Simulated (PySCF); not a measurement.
The calculation's input:

```
{"job": {"kind": "inter", "xc": "wB97M-D3(BJ)", "basis": "def2-TZVPD", "pairs": false}, "charge": -1, "multiplicity": 1, "parts": [{"atoms": "0-1", "charge": 0, "multiplicity": 1}, {"atoms": "2-2", "charge": -1, "multiplicity": 1}]}
Br     1.331166    -0.117032    -0.205399
Br    -1.209381     0.057057     0.037796
Cl     3.733806    -0.280870    -0.436261
```

Command:

```sh
OMP_NUM_THREADS=1 python cluster_run.py task.json out
```

Geometry: PBE0-D3(BJ)/def2-TZVPD.

Theory: wB97M-D3(BJ)/def2-TZVPD, SCF density, gas phase in PySCF.

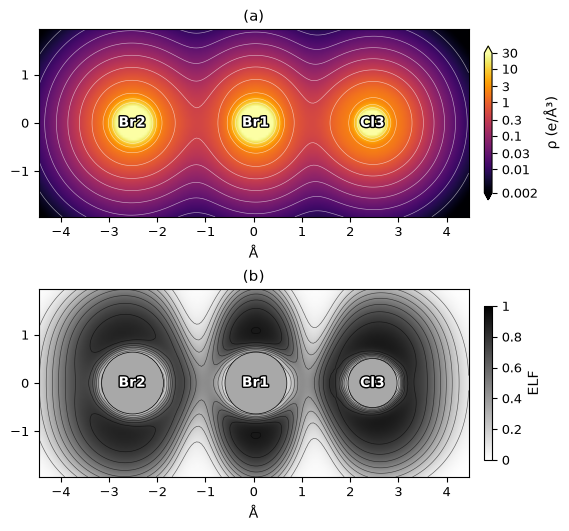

Br2Cl (charge −1). (a) total electron density; (b) ELF on a plane that holds the molecular axis. Grey discs cover the atomic cores in the ELF map.

Describe what can be read from this map.

- Atoms in the plane: Br and Cl.
- Br–Cl (2.42 Å): the density is about 0.5 e/Å³ at the midpoint; the ELF peaks at about 0.80 in the valence shell of Cl, 0.8 Å from its nucleus, and is about 0.50 at the midpoint.
- Br–Br (2.56 Å): the density is about 0.45 e/Å³ at the midpoint; the ELF peaks at about 0.75 in the valence shell of Br, 1.0 Å from its nucleus, and is about 0.55 at the midpoint.
- The ELF also peaks beside Br2, Br1 and Cl3, away from the bonds: lone-pair regions.
